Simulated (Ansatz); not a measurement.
## Electronic structure of F2H3Si2 (charge +1) in real space

Input file:

```
basis:
  gaussian:
    orbitals: def2-TZVPD
crystal:
  periodic: [false, false, false]
  atoms:
    - symbol: F
      position_ang: [-2.461942, 1.298210, -1.136120]
    - symbol: F
      position_ang: [-0.894800, -0.093049, 0.275923]
    - symbol: Si
      position_ang: [-2.500945, -0.259555, -0.705258]
    - symbol: Si
      position_ang: [0.437506, 1.026072, 0.801507]
    - symbol: H
      position_ang: [0.995262, 1.456118, -0.509810]
    - symbol: H
      position_ang: [1.268797, 0.092602, 1.606185]
    - symbol: H
      position_ang: [-0.325448, 2.059333, 1.553703]
total_charge: 1
hamiltonian:
  xc: {name: PBE0}
output: {forces: true, orbitals: {seedname: orbitals}}
```

Launched as:

```sh
ansatz run input.yaml --threads 1 --pin off --max-ram 2610MiB --events-out events.jsonl --progress --plain --runs-dir runs
```

Geometry: PBE-D3(BJ)/def2-SVP.

Computed with isolated molecule in a Gaussian basis; Kohn-Sham density functional theory, functional PBE0 in Ansatz 0.2.0.

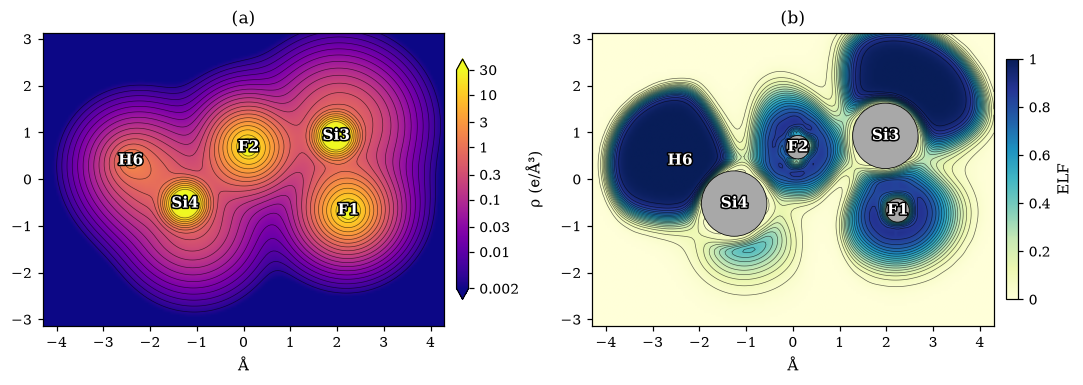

Figure 1. (a) total electron density; (b) ELF on the plane of atoms F2, Si4 and H6. Grey discs cover the atomic cores in the ELF map.

### Read the bonding off the picture.

- The section cuts through F, Si and H sites.
- Si–F (1.62 Å): ρ is about 1.1 e/Å³ halfway; the ELF peaks at about 0.85 in the valence shell of F, 0.6 Å from its nucleus, and is about 0.40 at the midpoint.
- Si–H (1.49 Å): ρ is about 0.87 e/Å³ halfway; the ELF climbs to about 1 towards the hydrogen, as it does in any bond to H.
- Si–F (1.82 Å): the density is about 0.64 e/Å³ at the midpoint; the ELF peaks at about 0.85 in the valence shell of F, 0.5 Å from its nucleus, and is about 0.50 at the midpoint.
- The ELF also peaks beside F1, F2 and Si3, away from the bonds: lone-pair regions.

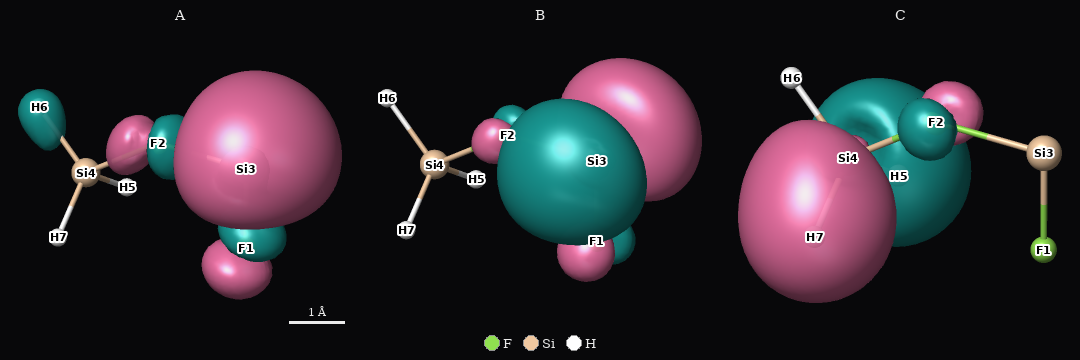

Figure 2. Three frontier orbitals at ±0.1 Å⁻³ᐟ² (teal and pink are the two phases), in no order.

### Order the three orbitals by energy and name them.

C is the HOMO−1 (−15.24 eV). It lies mainly on Si4 (about 40 %), H5 (about 25 %) and H7 (about 25 %). A is the HOMO (−14.83 eV). Its weight (Hirshfeld) is mainly on Si3 (about 75 %), F1 (about 15 %) and F2 (about 10 %). B is the LUMO (−8.03 eV). By Hirshfeld shares it lies mainly on Si3 (about 90 %) and F1 (about 10 %).

### What is the HOMO–LUMO gap?

6.80 eV between the orbital energies.

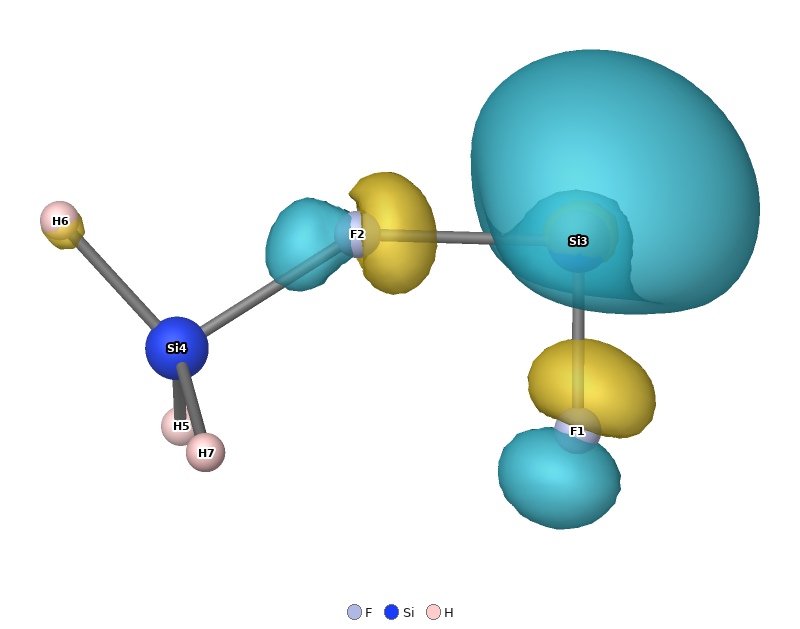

Figure 3. The HOMO at ±0.15 Å⁻³ᐟ² (yellow and cyan are the two phases), seen across its widest extent.

### Describe this orbital and give its energy.

Its weight (Hirshfeld) is mainly on Si3 (about 75 %), F1 (about 15 %) and F2 (about 10 %). Its energy is −14.83 eV.
